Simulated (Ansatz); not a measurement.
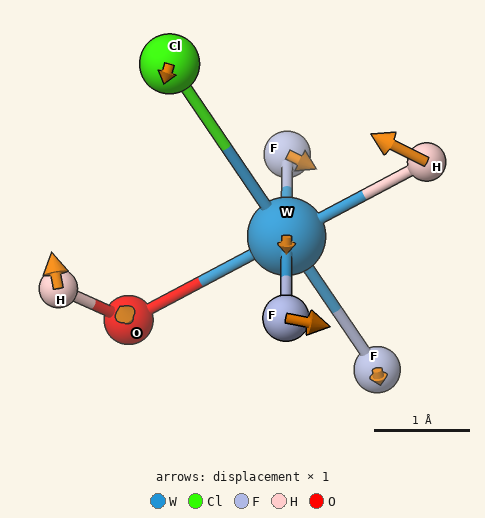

A relaxation of WH$_{2}$OClF$_{3}$. The starting structure is drawn; orange arrows show the displacements, at their true length. The two geometries are superimposed by the best rigid fit.

Style: ball-and-stick. Shown at a tilt.

The run prepares the start of a later molecular dynamics calculation, from a guessed geometry.

The calculation used RKS PBE0/def2-SVP in Ansatz 0.2.0. Set-up: no spin polarisation; force threshold 0.02 eV/Å; at most 40 steps.

**Atoms of which element are displaced furthest, and by how much?**

Hydrogen: up to 0.69 Å, against 0.50 Å for fluorine.

**Describe the change and its energy.**

After 13 accepted moves (14 points after the start) the energy has fallen by 1.203 eV. The largest force component goes from 2.6 to 0.01 eV/Å. The line search rejected the trial step at point 11 of the run. The atom that moves furthest after the best rigid fit is an H atom (0.69 Å). By element the largest moves are H 0.69 Å, F 0.50 Å, O 0.27 Å, Cl 0.23 Å, W 0.21 Å. Among the contacts that change: O–W 1.940 → 1.845 Å, H–W 1.720 → 1.674 Å, H–O 1.010 → 0.979 Å, Cl–W 2.390 → 2.421 Å. Among the angles between lasting bonds that change: H–W–O 180.0° → 139.3°, H–W–F 90.0° → 116.3°, Cl–W–H 90.0° → 63.9°.
